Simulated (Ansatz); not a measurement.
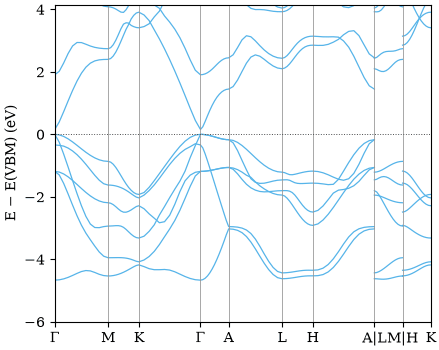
Band structure from PBEsol (plane waves, PAW; program Ansatz)

Question: Read off the gap and where the band edges lie.

Answer: About 0.2 eV (0.16 eV by a search for the band edges); maximum at Γ, minimum at Γ.

The material is Cd₂TeSe in space group P3m1 (No. 156; Cd on 1c, Cd on 1a, Te on 1a, Se on 1c).

The workflow started from a Materials Project entry (that database holds measured and hypothetical structures alike); the Crystallography Open Database copy checked does not list it. Its standing as an ambient phase is unchecked. The cell was relaxed with PBEsol under the symmetry of its start; of distortions, only those at the zone centre were tested. Scalar-relativistic: spin–orbit coupling is off unless named, which matters more the heavier the elements.

Potentials: the later of the program's two PAW sets.
